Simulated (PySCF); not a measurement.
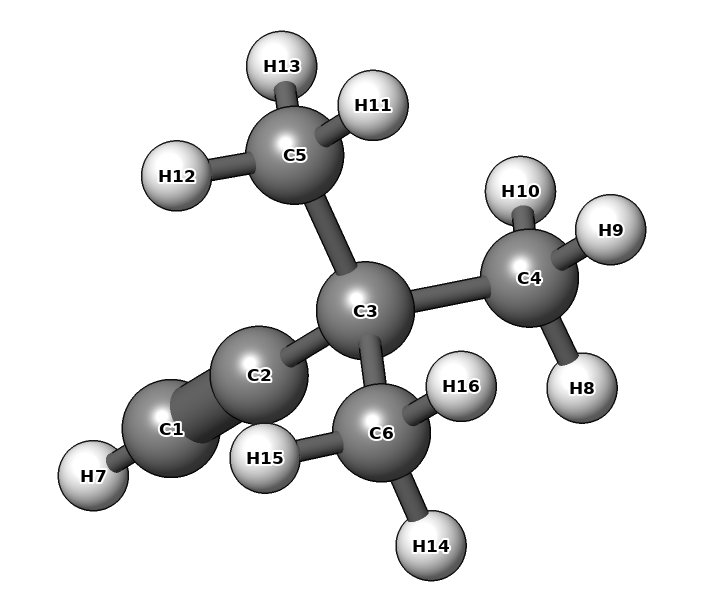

The thickness of each stick grows with its Mayer bond order. The geometry was computed by an optimisation with PBE0-D3(BJ)/def2-SVP. No frequency run is at hand to confirm it as a minimum. Method: PBE0/6-31G (PySCF 2.14.0).

Question: Which bond has the highest Mayer bond order?

Answer: C1–C2, 3.17, at a length of 1.212 Å.

List the Mayer bond orders of C1–C2, C1–H7, C2–C3, C3–C4, C4–H8, C4–H9 (one bond of each equivalent set).

```json
{"bond": "C1–C2", "Mayer order": "3.17", "length (Å)": "1.212"}
{"bond": "C1–H7", "Mayer order": "0.84", "length (Å)": "1.074"}
{"bond": "C2–C3", "Mayer order": "0.88", "length (Å)": "1.470"}
{"bond": "C3–C4", "Mayer order": "0.97", "length (Å)": "1.536"}
{"bond": "C4–H8", "Mayer order": "0.94", "length (Å)": "1.100"}
{"bond": "C4–H9", "Mayer order": "0.94", "length (Å)": "1.101"}
```
